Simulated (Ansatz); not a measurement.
```sh
ansatz run in.yaml --threads 2 --pin off --events-out ev --progress --plain --max-ram 4352MiB
```

```yaml
crystal:
  periodic: [false, false, false]
  atoms:
    - {symbol: B, position_ang: [0.215524, -2.113283, -0.866118]}
    - {symbol: Al, position_ang: [0.703548, 0.358481, 0.812714]}
    - {symbol: O, position_ang: [0.428429, -1.025621, -0.128371]}
    - {symbol: Al, position_ang: [-0.881900, 2.361669, 0.392103]}
    - {symbol: H, position_ang: [-2.240666, 2.534810, 1.205430]}
    - {symbol: H, position_ang: [-0.544805, 3.478463, -0.692727]}
    - {symbol: H, position_ang: [1.914662, 0.222756, 1.833286]}
    - {symbol: H, position_ang: [-0.538908, -2.964542, -0.468280]}
    - {symbol: H, position_ang: [0.774210, -2.232017, -1.927183]}
basis:
  gaussian: {orbitals: def2-TZVPP}
hamiltonian: {xc: {name: wB97M-V}}
```

Describe the molecule in this file.

It has 9 atoms: 2 aluminium, 1 boron, 5 hydrogen and 1 oxygen (Al2BH5O). The point group is Cs. Coordination: 1 B trigonal planar; 2 Al trigonal planar; 1 O linear.

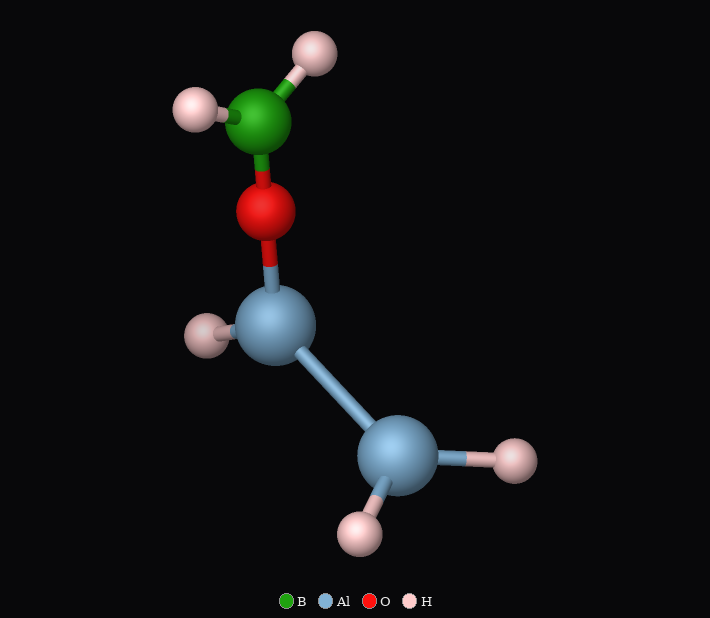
